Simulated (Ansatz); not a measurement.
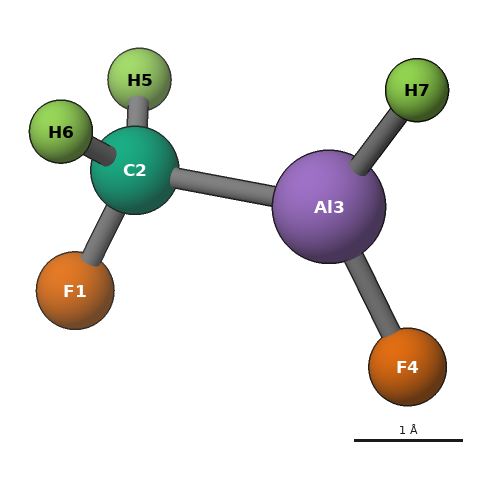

Orthographic view with a scale bar. Computed geometry: PBE-D4/def2-SVP optimisation. No frequency run is at hand to confirm it as a minimum.

Reconstruct the coordinates (Å) as seen: x to the right, y up, z towards the viewer, origin at the mean of the atomic positions.

```xyz
7
CH3AlF2
F   -1.38  -0.93  -0.94
C   -0.83   0.19  -0.33
Al   0.98  -0.15   0.42
F    1.72  -1.64   0.18
H   -0.78   1.04  -1.06
H   -1.51   0.55   0.48
H    1.80   0.94   1.25
```
